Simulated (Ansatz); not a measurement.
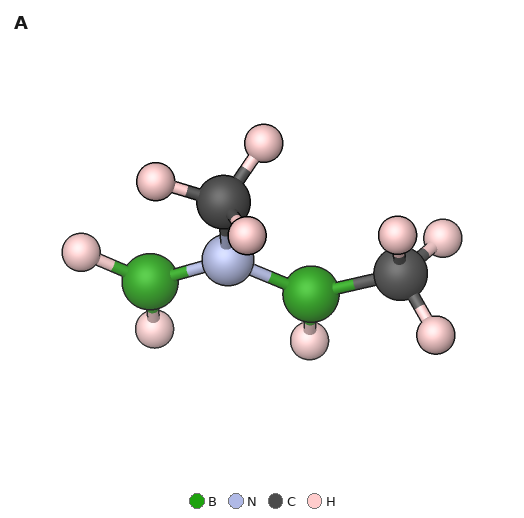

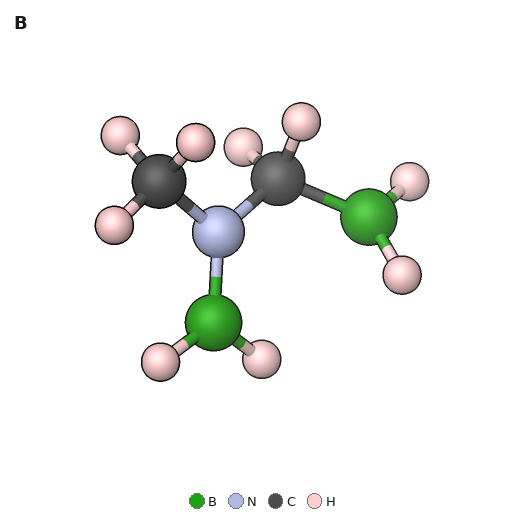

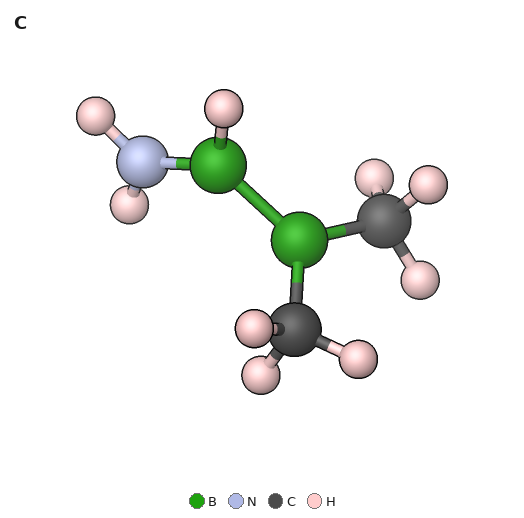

3 stationary structures of one formula. Geometries: PBE0-D4/def2-TZVP. Electronic energies: CCSD(T)/CBS (MP2 limit from def2-TZVPP and def2-QZVPP plus CCSD(T) − MP2) (Ansatz 0.2.0), without zero-point energy. No frequency run is at hand to confirm each as a minimum. Each is one conformer, not always the lowest.

### Rank them by energy, lowest first.

A is lowest; C lies 47.0 kJ/mol above it, B lies 173.1 kJ/mol above it. A is `BN(C)BC`, B is `BCN(B)C`, C is `CB(C)BN`.
